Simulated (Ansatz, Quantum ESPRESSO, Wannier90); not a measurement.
# Ballistic channels from Wannier functions: straight Pt chain, spacing 2.40 Å, part 6 of 6

How many channels does the wire offer, and does a small Wannier basis get them right? The wire: straight Pt chain, spacing 2.40 Å.

Quantum ESPRESSO 7.5 and Wannier90 3.1.0; plane-wave DFT, PBE, GBRV ultrasoft pseudopotentials; cross-check by Ansatz 0.2.0 with PAW datasets.

So far. Step 9 (Localisation, bands and conductance): Disentanglement stopped at its cap on iterations, so these spreads are not final. Step 9 (Localisation, bands and conductance): At least 1 of the functions sits far from every atom, off the bonds: the outer window has let in states of the vacuum, so the basis is not the atomic one that was projected.

### 13. The same in Ansatz

A second code with its own PAW datasets, on the same atoms.

Level of this step: plane-wave DFT, PBE, Ansatz PAW (Ansatz 0.2.0).

System of this step: straight Pt chain, spacing 2.40 Å, 2 periods. The cell holds 2 atoms: 2 Pt. Its edges and angles: a = 8.000 Å, b = 8.000 Å, c = 4.800 Å, α = 90.0°, β = 90.0°, γ = 90.0°. Vacuum lies along a and b. The structure's axis is c.

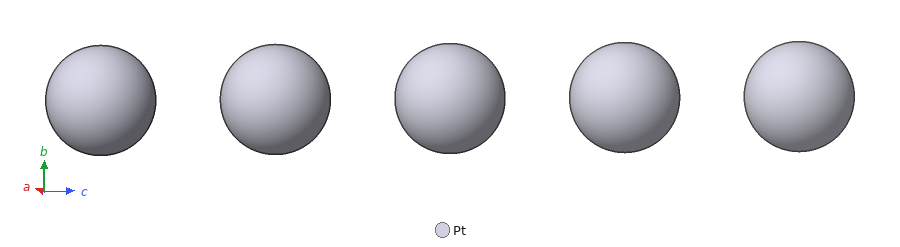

The cell of this step (platinum light grey). 1×1×2 cells are drawn. Some periodic images of atoms are drawn too.

input.yaml reads:

```yaml
crystal:
  lattice:
    - [8.0, 0.0, 0.0]
    - [0.0, 8.0, 0.0]
    - [0.0, 0.0, 4.8]
  atoms:
    - { symbol: Pt, position: [0.0, 0.0, 0.0] }
    - { symbol: Pt, position: [0.0, 0.0, 0.5] }
kpoints:
  mp_grid: { grid: [1, 1, 16] }
hamiltonian:
  xc: pbe
scf:
  occupations: { method: fermi_dirac, width: 0.05 }
  convergence: { dr2_threshold: 1.0e-08 }
output:
  transmission:
    leads: [[0, 0]]
    e_range: [-4.0, 2.0]
    de: 0.05
    kmesh: [1, 1]
    reduced_basis: true
```

Launch:

```bash
> ansatz run input.yaml --threads 4 --pin off --max-ram 12288MiB --backend cpu --events-out ev --progress --plain --runs-dir out
```

Numbers of over 12 decimals in the logs are rounded to 6 here.

The log of the run:

```text
Engine: ansatz 0.2.0, x86_64-unknown-linux-gnu
Pseudopotentials: kind: paw
Pseudopotential: Pt, paw, valence charge 18, recommended cutoff 420 eV (normal), Pt.paw.azcp
Functional definition: PBE
  parameter kappa = 0.804
  parameter beta = 0.066725
  exchange = pbe_x(kappa = kappa, mu = beta*pi^2/3)
  correlation = pbe_c(beta = beta)
Crystal: 2 atoms, lattice volume = 307.200 Å³
Basis set: ecut = 420 eV, 5977 PW (Γ)
Bands: 22, of which v1, the nominal top of the filled ones, is band 18 counted from 1 (17 counted from 0)
Symmetry: 32 space group operations
Space group: P4/mmm (ITA 123), of the structure as read, at distance tolerance 6.7e-5 Å
k-points: 9 of 16
Non-local potential: Pt, projectors of the file, l = 0: 3, l = 1: 2, l = 2: 2, l = 3: 1
PAW form: soft (Blöchl's): semilocal exchange-correlation on the pseudo side does not see the compensation charge
PAW one-centre angular grid: Pt, 590 points (default); XC on 64 Gauss nodes
Initial density: superposition of atomic densities (neutral atoms: chi_scale 0, normalization atom), corrected by the library's trained network
Initial wavefunctions: pseudopotential atomic-orbital guess
Functional: x = pbe(κ = 0.804, μ = 0.219515), c = pbe(β = 0.066725)
SCF iter   1: F=—  HF=-25040.782783 eV  |F-HF|=—  |Δ(HF+E_count)|=         —  Δρ=4.85e-3  dr2=3.92e-2  ethr=1.77e-3  ⟨swp⟩=6.4  Hψ=933  notcnv=0
preconditioner: auto → LDOS  [metal: Δε(μ)=0.113 eV  Ē_g=4.864 eV  σ=0.050 eV  W_gap=0.41  n_scr=38 (ndim 8)  ℏωp=9.5 eV  f_vac=0.728  D(μ)=3.95/eV (n_scr^D=10)  β→1.0]
SCF iter   2: F=—  HF=-25040.783999 eV  |F-HF|=—  |Δ(HF+E_count)|=   1.22e-3  Δρ=1.40e-3  dr2=1.40e-3  ethr=1.09e-4  ⟨swp⟩=2.3  Hψ=366  notcnv=0
SCF iter   3: F=—  HF=-25040.785514 eV  |F-HF|=—  |Δ(HF+E_count)|=   1.51e-3  Δρ=2.37e-4  dr2=2.21e-4  ethr=3.88e-6  ⟨swp⟩=2.6  Hψ=369  notcnv=0
SCF iter   4: F=—  HF=-25040.785540 eV  |F-HF|=—  |Δ(HF+E_count)|=   2.63e-5  Δρ=9.18e-5  dr2=1.78e-5  ethr=6.14e-7  ⟨swp⟩=2.9  Hψ=381  notcnv=0
SCF iter   5: F=—  HF=-25040.785546 eV  |F-HF|=—  |Δ(HF+E_count)|=   5.69e-6  Δρ=9.50e-6  dr2=4.02e-7  ethr=4.93e-8  ⟨swp⟩=2.1  Hψ=341  notcnv=0
SCF iter   6: F=—  HF=-25040.785675 eV  |F-HF|=—  |Δ(HF+E_count)|=   1.30e-4  Δρ=1.21e-6  dr2=4.20e-9  ethr=2.78e-11  ⟨swp⟩=2.8  Hψ=701  notcnv=0
SCF iter   7: F=-25040.785675 eV  HF=-25040.785675 eV  |F-HF|=1.53e-10  |Δ(HF+E_count)|=   6.92e-9  Δρ=2.08e-7  dr2=1.55e-10  ethr=1.17e-11  ⟨swp⟩=1.0  Hψ=577  notcnv=0
SCF 1 converged in 7 iterations: F = -25040.785675 eV  dr2 = 1.55e-10
  greatest PAW one-centre occupation: 1.000 electrons in one spin orbital (limit 2), on the Pt atom at site 1 (counted from 0), in its partial waves of l = 0
transmission: 6 of 36 steps passed
transmission: 12 of 36 steps passed
[...]
transmission: 36 of 36 steps passed
SCF converged after 7 iterations
Free energy (F): -25040.785675 eV
Harris-Foulkes:  -25040.785675 eV  (|F-HF|=1.53e-10)
Internal energy: -25040.758328 eV  (E = F + TS)
E sigma→0 (E₀):  -25040.772002 eV
Entropy (-TS):   -0.027347 eV (-13.673 meV/atom)
Fermi energy:    -3.317799 eV
--- Per-component energies (eV) ---
  E_band       = -1164.445929
  E_kinetic    = 1271.528098
  E_local      = -11185.616754  (includes V_loc(G=0)·N_el)
  E_nonlocal   = 403.732344
  E_hartree    = 4762.323970
  E_xc         = -517.301010
  E_vxc        = -596.567456  (∫ρ·V_xc dr)
  E_paw        = -18910.399177  (= ΣΔE_a)
  E_vpaw       = -582.171520  (= ΣTr[D̂ρ^β])
  E_aug_tail   = 0.000382  (compensation charges beyond the density's cutoff)
  E_ewald      = -865.026182
  E_smearing   = -0.027347  (= −TS)
  E_closure    = 0.000000  (closes the sum)
  Σ components = -25040.785675   (vs F -25040.785675, Δ=0.00e0)
--- Band table (eV; the first three rows and the last of 9) ---
  k-point 0: bands = [... 14 lower, -3.7443, -3.7439, -3.0275, -2.5466, -2.5466, 0.3173, 0.3173, 1.6708]
  k-point 1: bands = [... 14 lower, -3.7552, -3.7547, -3.0615, -2.6402, -2.6402, 0.3951, 0.3951, 1.3436]
  k-point 2: bands = [... 14 lower, -3.7871, -3.7867, -3.1632, -2.8936, -2.8936, 0.5691, 0.6039, 0.6039]
  k-point 8: bands = [... 14 lower, -4.2788, -4.2788, -4.2776, -4.2776, -3.8103, -3.8103, 2.9087, 2.9087]
--- Transmission ---
  basis      : 561 plane waves across, 6 finite elements along
  points     : 1, standing for a mesh of 1 x 1
  energies   : 121 from -4.000000 to 2.000000 eV about the Fermi level, 0.050000 eV apart; the leads are filled to 0.000000 eV, and channels, transmission and decay are at 0.000000 eV
  crystal 0  : Pt2, at the sites [0, 0], period 4.8000 Å: whole cells are its period
    offset         : up to 0.0000 Å between an atom of the period and one for which it stands
    channels       : 4.000000e0 a spin
    conductance    : none, the energies end too early or step too widely for 300 K: set another output.transmission.e_range or a lower de, or, where they end at an eighth of basis.ecutwfc, a higher one
```

Wall time 9.2 s (4 threads of Intel Xeon at 2.60GHz (Ice Lake), shared host); peak memory 0.58 GiB; 33 s of CPU time.

This step gave:

```
free energy                                : -25040.7857 eV
energy at zero smearing                    : -25040.7720 eV
smearing term TS                           : 0.02735 eV
Fermi energy                               : -3.318 eV
symmetry operations                        : 32
lead channels at the Fermi level, one spin : 4
```

Per spin. The open channels by energy, zero at the Fermi level:

```tsv
energy (eV)	open channels
-4.000	1
-3.500	3
-3.000	3
-2.500	3
-2.000	3
-1.500	4
-1.000	6
-0.500	6
0.000	4
0.500	3
1.000	1
1.500	1
2.000	1
```

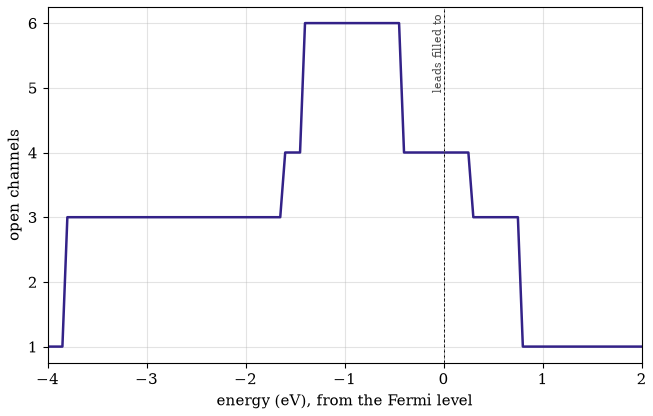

Open channels, plotted against energy.

### 14. The arithmetic

4 channels × 77.48 µS = 310 µS, a two-terminal resistance of 12.906/4 = 3.23 kΩ whatever the wire's length, as long as nothing scatters.

### 15. What came out

```yaml
open_channels_at_the_fermi_level_per_spin: 4
total_spread: 11.7 Å²
gauge_invariant_spread: 9.57 Å²
largest_band_misfit_in_the_frozen_window: 0.0524 eV
channels_at_the_fermi_level_by_ansatz: 4
```

The wire offers 4 channels per spin at the Fermi level. Between -4 and 1.5 eV the channel count from Wannier functions equals that from Ansatz's layer matching at 96 % of the energies; outside the frozen window the Wannier bands are not held to the plane-wave ones. The interpolated bands miss plane-wave levels by up to 0.05 eV between mesh points, so steps of the conductance can sit that far off. Disentanglement stopped at its cap on iterations, so the spreads are not final; the frozen states are kept all the same. At least one function lies in the vacuum, so the spreads don't describe atomic orbitals, though the frozen bands are still reproduced. The wire is perfect, so the conductance only counts bands: each channel, with its partner of the other spin, carries G₀ = 2e²/h. It was run without spin polarisation, which was not tested. Spin-orbit coupling is left out; depending on the atoms that carry the levels of interest, it can split and shift them by tenths of an eV to an eV or more.

[Logs are printed without paths, hosts, clocks, repeated set-up lines and the standing remarks that a program may print on its own settings, such as how far it seeks lower states.]

[Hosts, paths, dates, database ids (printed as entryN), source tags and the programs' standing remarks are cut or masked in the printed files.]

[Maps of the electrostatic potential energy from Ansatz leave out the sawtooth potential of an applied field or a dipole correction, so their vacuum need not be flat; planar profiles and work functions include it.]
